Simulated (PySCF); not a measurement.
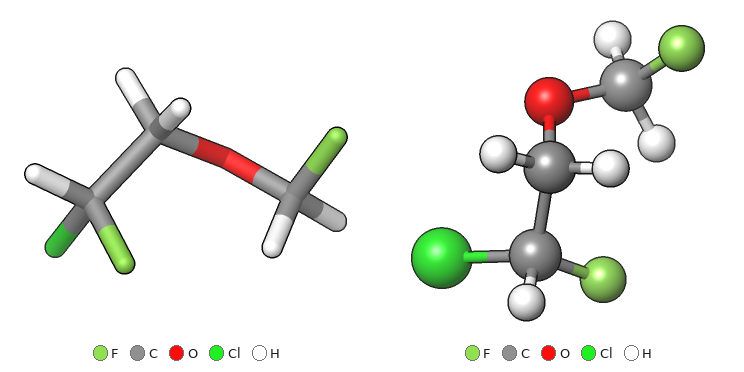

The same structure drawn twice, from different directions.

> Count the atoms of each element.

C3H5ClF2O, 12 atoms: 3 carbon, 5 hydrogen, 1 chlorine, 2 fluorine and 1 oxygen.

> Give the symmetry (Schoenflies symbol).

C1.

> How many bonds of each kind are drawn?

5 C–H, 2 C–F, 2 C–O, 1 C–C, 1 C–Cl.

> Describe its rings.

It has no ring.

More results for the same structure follow; atom numbers are the same in all pictures, views and colours differ. Computed geometry: PBE0-D3(BJ)/def2-SVP optimisation. No frequency run is at hand to confirm it as a minimum.

## Levels of theory compared

No frequency run is at hand to confirm it as a minimum. Program: PySCF 2.14.0.

Compare HOMO energy (eV), HOMO–LUMO gap (eV) at these levels: B97-2/pcSseg-1; B97-D/pcSseg-1; BP86/pcSseg-1; KT3/pcSseg-1; LDA/pcSseg-1; PBE/pcSseg-1; PBE0/6-31G; PBE0/STO-3G; PBE0/pcSseg-1.

| level | HOMO energy (eV) | HOMO–LUMO gap (eV) |
| --- | --- | --- |
| B97-2/pcSseg-1 | −8.31 | 8.89 |
| B97-D/pcSseg-1 | −7.00 | 6.63 |
| BP86/pcSseg-1 | −7.06 | 6.52 |
| KT3/pcSseg-1 | −7.13 | 6.64 |
| LDA/pcSseg-1 | −7.09 | 6.40 |
| PBE/pcSseg-1 | −6.94 | 6.49 |
| PBE0/6-31G | −8.47 | 9.20 |
| PBE0/STO-3G | −4.97 | 9.28 |
| PBE0/pcSseg-1 | −8.57 | 9.23 |

## NMR shielding

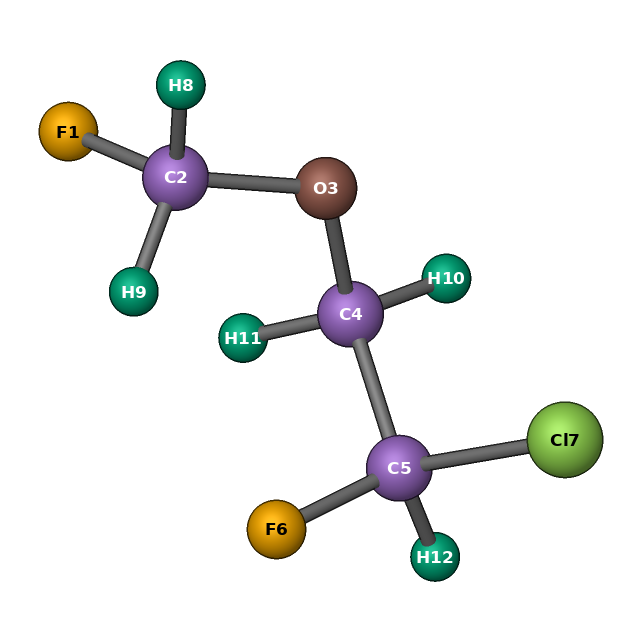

The questions are on isotropic NMR shieldings of the H atoms. No frequency run is at hand to confirm it as a minimum. Properties computed with GIAO B97-D/pcSseg-1 NMR shielding, non-relativistic, gas phase (PySCF 2.14.0).

List the isotropic NMR shieldings of the H atoms.

| atom | σ (ppm) |
| --- | --- |
| H8 | 25.99 |
| H9 | 25.74 |
| H10 | 27.98 |
| H11 | 27.01 |
| H12 | 25.16 |

## Dipole moment

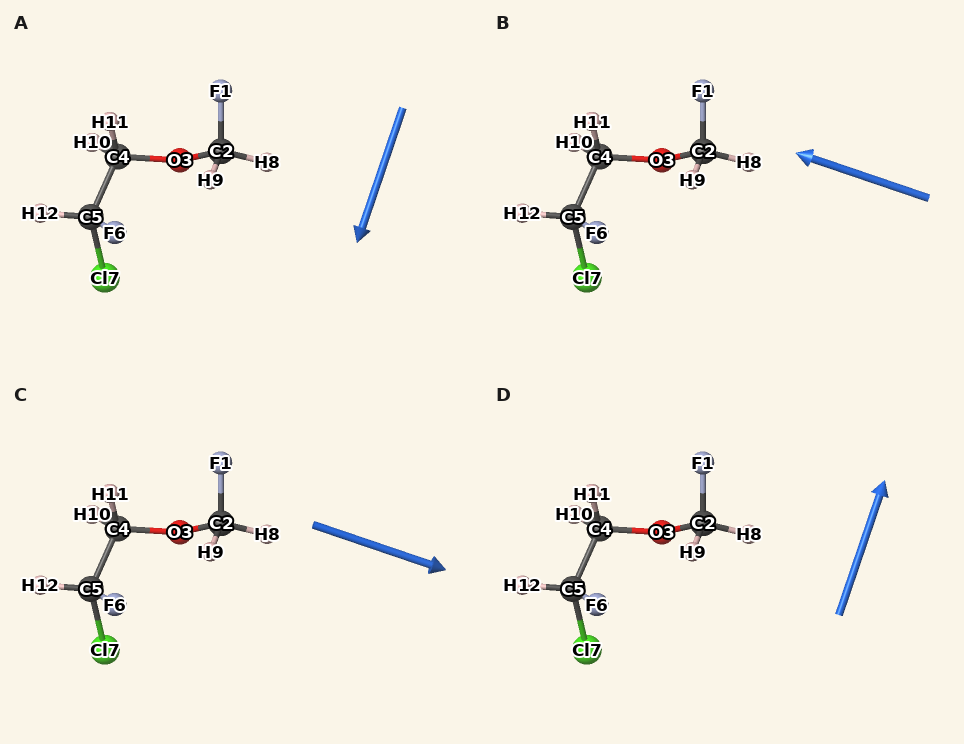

The same molecule four times, each with an arrow. No frequency run is at hand to confirm it as a minimum. Method: PBE0/pcSseg-1, gas phase (PySCF 2.14.0).

> Which arrow points along the dipole moment, from the negative to the positive end?

B. The dipole moment is 1.46 D; it points from the side of H8 to the side of H12 (the outermost atoms at the two ends).
